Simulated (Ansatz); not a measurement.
Take BN in the wurtzite structure (space group P6_3mc, No. 186; a = 2.5545 Å, c = 4.2246 Å) as the base. Axes: x lies along a and z along c of the hexagonal cell.

One thing is altered: the cell is compressed by 2.17 % along z with no lateral relaxation, atoms relaxed at fixed cell.

All numbers come from Ansatz (a program for electronic structure), PBE, PAW, cutoff 420 eV, no spin-orbit coupling.

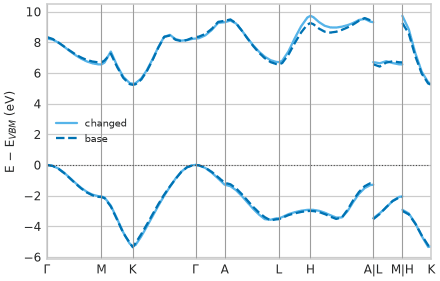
Figure: Highest valence and lowest conduction band along the path, each from its own valence-band maximum

The gap is 5.30 eV, indirect, Γ → K; the base has 5.23 eV.

The cells carry an imposed strain or load. Whether these cells are dynamically stable was not tested.
